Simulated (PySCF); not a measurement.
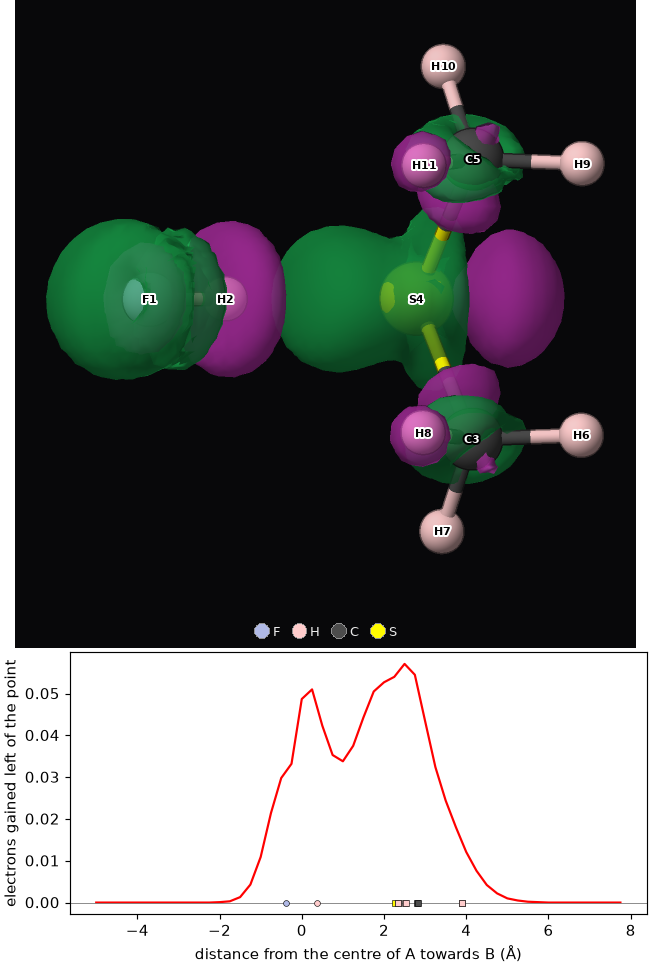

Figure. C₂H₇FS, SMILES `F.CSC`. Density of the complex less the densities of the two fragments at the same geometry, ±0.008 e/Å³ (green: gain, purple: loss). Fragment A: HF (atoms 1–2); fragment B: H6C2S. Below: the charge-displacement curve along the line of centres (A on the left).

Computed with PySCF, HF/6-31G*, geometry: GFN2-xTB. GFN2-xTB bond lengths at metals and heavier atoms can be off by up to 0.1 Å and shapes distorted, which carries into these values.

Coordinates in Å:

```
F1      -2.3688    0.0101    0.1447
H2      -1.5180    0.0096   -0.2925
C3       0.8063   -1.3882    0.4641
S4       0.4831    0.0018   -0.6657
C5       0.8304    1.3743    0.4696
H6       1.8464   -1.3585    0.7759
H7       0.6097   -2.3006   -0.0887
H8       0.1445   -1.3217    1.3230
H9       1.8697    1.3254    0.7812
H10      0.6497    2.2923   -0.0795
H11      0.1675    1.3159    1.3282
```

Question: Which way does charge flow?

Answer: Hirshfeld charges show 0.036 e passing from B to A. By Hirshfeld charges, electrons gather most on F1 (−0.050 e) and leave H2 most (+0.015 e); 0.15 e is displaced in all, which induces a dipole of 0.97 D.

Question: What is the interaction energy, and which contacts carry it?

Answer: The counterpoise-corrected interaction energy of the frozen fragments is −2.9 kcal/mol without dispersion correction and −7.2 kcal/mol with D3(BJ). The pair geometry is semi-empirical, not a minimum at this level. Contacts: H2···S4, hydrogen bond, 2.04 Å, ρ = 0.038 a.u. The pose is a local one from a semi-empirical search, not shown to be the most stable.

Cost of the run: 1.6 s on 1 thread of Intel(R) Xeon(R) Platinum 8488C (Sapphire Rapids), with other jobs on the host, peak memory 0.17 GiB.
